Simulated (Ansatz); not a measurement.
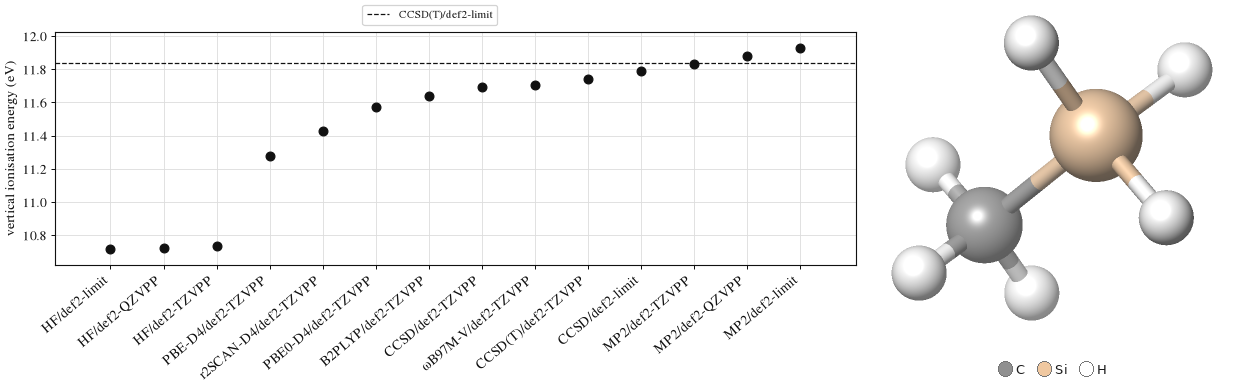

Vertical ionisation energy of CH₆Si, SMILES C[SiH3], taken as the energy of the cation less that of the neutral at fixed geometry (unrestricted doublet cation, cores frozen in correlated methods, no spin-orbit coupling), the Ansatz code 0.2.0, at a PBE0-D4/def2-TZVP geometry (a minimum by its frequencies). Limit means an estimate of the basis limit from triple and quadruple zeta; for coupled cluster it is either extrapolated directly or built as the MP2 limit plus the step from MP2 in triple zeta. B2PLYP/def2-TZVPP holds a correlation term that converges slowly with the basis, so part of the distance to the limit is basis error. The distance of CCSD/def2-TZVPP, CCSD(T)/def2-TZVPP, MP2/def2-TZVPP and MP2/def2-QZVPP to the limit includes basis error.

What range do the values span, the line included?

Answer. From 10.72 eV (HF/def2-limit) to 11.93 eV (MP2/def2-limit).

Give the values.

Answer.
| level | eV | less CCSD(T)/def2-limit |
| --- | --- | --- |
| HF/def2-limit | 10.72 | −1.12 |
| HF/def2-QZVPP | 10.72 | −1.12 |
| HF/def2-TZVPP | 10.74 | −1.10 |
| PBE-D4/def2-TZVPP | 11.28 | −0.56 |
| r2SCAN-D4/def2-TZVPP | 11.43 | −0.41 |
| PBE0-D4/def2-TZVPP | 11.57 | −0.27 |
| B2PLYP/def2-TZVPP | 11.64 | −0.20 |
| CCSD/def2-TZVPP | 11.69 | −0.15 |
| ωB97M-V/def2-TZVPP | 11.70 | −0.13 |
| CCSD(T)/def2-TZVPP | 11.74 | −0.10 |
| CCSD/def2-limit | 11.79 | −0.05 |
| MP2/def2-TZVPP | 11.83 | −0.01 |
| MP2/def2-QZVPP | 11.88 | 0.04 |
| MP2/def2-limit | 11.93 | 0.09 |
| CCSD(T)/def2-limit | 11.84 | 0.00 |
